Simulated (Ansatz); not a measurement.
Input file:

```
crystal:
  periodic: [false, false, false]
  atoms:
    - {symbol: Si, position_ang: [-0.509165, 0.178576, 0.839016]}
    - {symbol: S, position_ang: [1.445887, 0.585849, -1.078580]}
    - {symbol: N, position_ang: [-1.536740, -0.851493, 0.173096]}
    - {symbol: H, position_ang: [0.755534, -0.337942, -1.768141]}
    - {symbol: H, position_ang: [0.531869, -0.377467, 1.732167]}
    - {symbol: H, position_ang: [-0.635528, 1.654058, 1.025595]}
    - {symbol: H, position_ang: [2.284440, -0.334552, -0.575553]}
    - {symbol: H, position_ang: [-2.336397, -0.517031, -0.347700]}
basis:
  gaussian: {orbitals: def2-TZVPP}
hamiltonian: {xc: pbe0, dispersion: d4}
output: {orbitals: {seedname: orbitals}}
```

Run with:

```sh
ansatz run in.yaml --threads 2 --pin off --events-out ev --progress --plain --max-ram 4352MiB
```

The product side of a reaction path; geometry: PBE0-D4/def2-TZVP.

Computed with RKS PBE0-D4/def2-TZVPP (Ansatz 0.2.0).

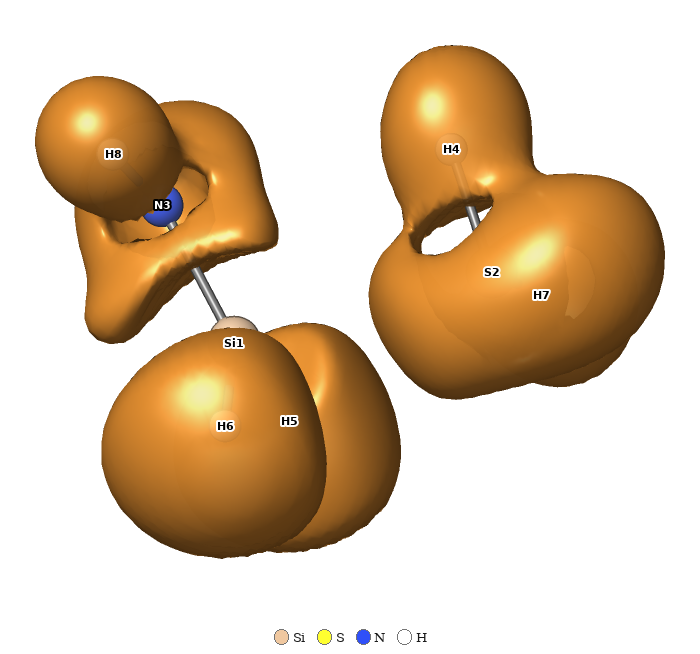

H3NSi···H2S. Isosurface of the ELF at 0.75 (orange), seen across its widest extent. Core shells and regions of very low density are left out.

### Identify the bonds, lone pairs and shells in this picture.

At this value the surface marks out two regions around hydrogen nuclei, one joined region spread over several atoms (H, N, Si), in which their bonds and any lone pairs are merged and one joined region spread over several atoms (H, S), in which their bonds and any lone pairs are merged. Along the contacts the grid gives the following. Si1···S2 (2.77 Å): the ELF peaks at about 0.95 in the valence shell of S, 0.9 Å from its nucleus, and is about 0.65 at the midpoint. Si–N (1.60 Å): the ELF peaks at about 0.85 between the atoms: a short, strongly polar bond.
